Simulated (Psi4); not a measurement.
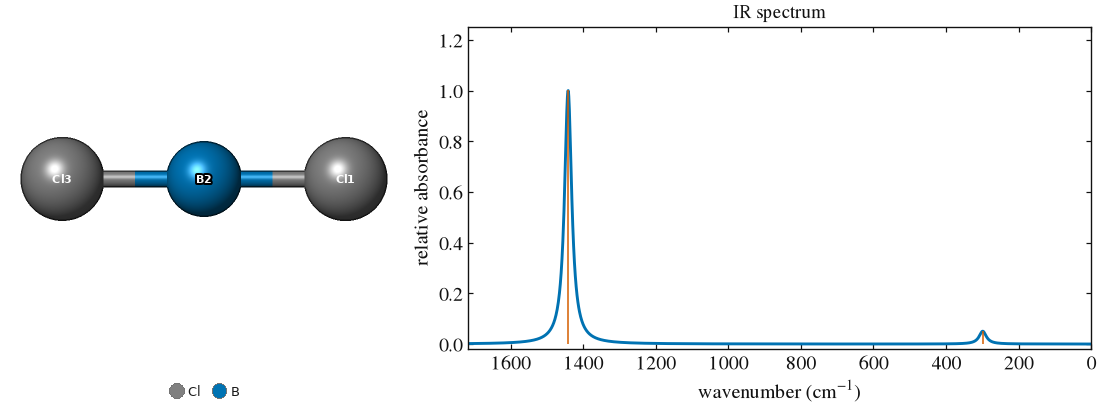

Infrared spectrum of BCl₂⁺, SMILES Cl[B+]Cl. Unscaled harmonic wavenumbers and double-harmonic intensities, BP86/cc-pVDZ (dispersion D3(BJ)) with Psi4, at a geometry relaxed at this level, isolated molecule. Modes within 2 cm⁻¹ of each other count as one line, with their intensities summed. Lorentzian lines of 24 cm⁻¹ full width. Close modes add up in the curve.

Q: List the modes.

A:
```csv
cm⁻¹,km/mol
298.7 (×2),25.7
548.2,0.0
1441.6,506.2
```

Note: double-zeta basis.
